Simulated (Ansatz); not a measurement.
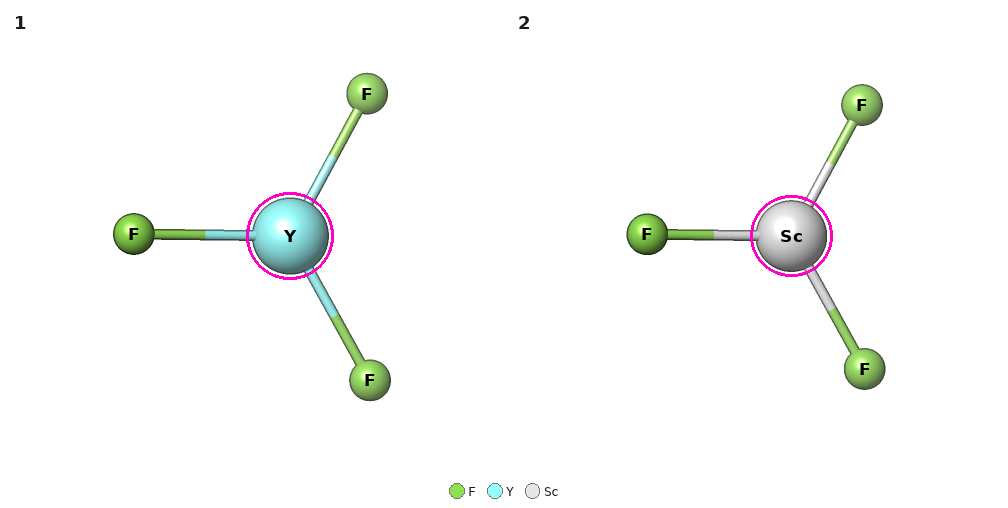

2 molecules with one skeleton, seen from the same side and at one scale; the atom that differs is circled. Charge 0, singlet. Computed geometries: PBE0-D4/def2-TZVP optimisations, one conformation each. Properties computed with Ansatz 0.2.0. Elements past Kr carry core potentials.

One atom differs, called X below: Y in panel 1, Sc in panel 2. Their formulas are YF3 (`[F][Y]([F])[F]`), ScF3 (`[F][Sc]([F])[F]`).

> In which is the mean length of X–F larger (PBE0-D4/def2-TZVP)?

In panel 1 (X = Y).

> In which is the HOMO energy (Kohn–Sham orbital) higher (r2SCAN-D4/def2-TZVPP)?

In panel 1 (X = Y).

Give the values. With PBE0-D4/def2-TZVP: mean length of X–F (Å), mean angle F–X–F (°). With r2SCAN-D4/def2-TZVPP: HOMO energy (Kohn–Sham orbital) (eV), HOMO–LUMO gap (eV).

```tsv
quantity	1 (Y)	2 (Sc)	2 − 1
mean length of X–F (Å)	1.997	1.838	−0.159
mean angle F–X–F (°)	120.0	120.0	0.0
HOMO energy (Kohn–Sham orbital) (eV)	−9.01	−9.67	−0.66
HOMO–LUMO gap (eV)	6.42	6.52	+0.10
```
